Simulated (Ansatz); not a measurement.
One crystal and one scan (scan of one atom of the cell) at two levels, PBE (plane waves to 420 eV, PAW, scalar-relativistic; Ansatz, an electronic-structure program) and r2SCAN (plane waves to 500 eV, PAW, scalar-relativistic; Ansatz), each from its own relaxed cell and on its own mesh. The cell shown is that of PBE.

SrTiO3 (cubic perovskite)

```
CELL_PARAMETERS angstrom
      3.93641     0.00000     0.00000
      0.00000     3.93641     0.00000
      0.00000     0.00000     3.93641
ATOMIC_POSITIONS crystal
  Sr 0.00000 0.00000 0.00000
  Ti 0.50000 0.50000 0.50000
  O  0.00000 0.50000 0.50000
  O  0.50000 0.50000 0.00000
  O  0.50000 0.00000 0.50000
```

In each cell atom 2 (Ti, nearest neighbour O at 1.968 Å; its periodic images, 3.9 Å or more away, move with it) moves by s·(0.577, 0.577, 0.577) (along Cartesian [111]), the rest being held.

The energy includes the smearing's −TS. SrTiO3 is run without spin polarisation. SrTiO3 was relaxed with its symmetry unable to fall. Percentages come from the unrounded values.

| quantity | PBE | r2SCAN | PBE − r2SCAN |
|---|---|---|---|
| Lattice constant a (Å) | 3.936 | 3.907 | +0.029 (+0.8 %) |
| Band gap of the relaxed cell, no spin-orbit coupling (eV) | 1.84 | 2.26 | -0.42 (-19 %) |

PBE gives the higher value for: lattice constant a. PBE gives the lower value for: band gap of the relaxed cell, no spin-orbit coupling. Both give the same shape of the curve: a single well with its minimum at or next to zero displacement.

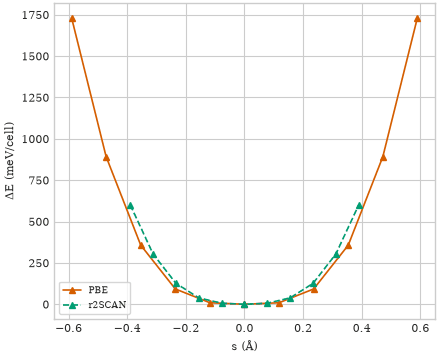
Figure: ΔE, each from the undisplaced structure of its own level.

(For displaced atoms, the force is minus the slope of the energy, and its curvature is a force constant, which sets phonon frequencies.)
